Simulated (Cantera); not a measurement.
Feed: 1 mol BaF₂, 0.055 mol O₂, a varied amount of H₂, at 1325 °C and 10.0 mbar.

Cantera equilibrium calculation (NASA polynomials, part measured and part estimated; ideal gas, pure solids and liquids). Candidate condensed phases: Ba, BaF₂, BaO, Ba(OH)₂, H₂O; 27 gas species. The numbers say what is thermodynamically allowed, not how fast it happens.

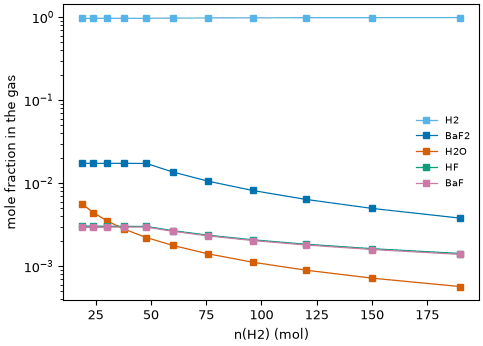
*Equilibrium gas composition (values under 1e-9 drawn at 1e-9)*

**Question.** Read off the mole fractions at 76 mol H₂.

**Answer.** H₂ about 0.98, BaF₂ about 0.011, HF about 0.0024, BaF about 0.0023, H₂O about 0.0014.
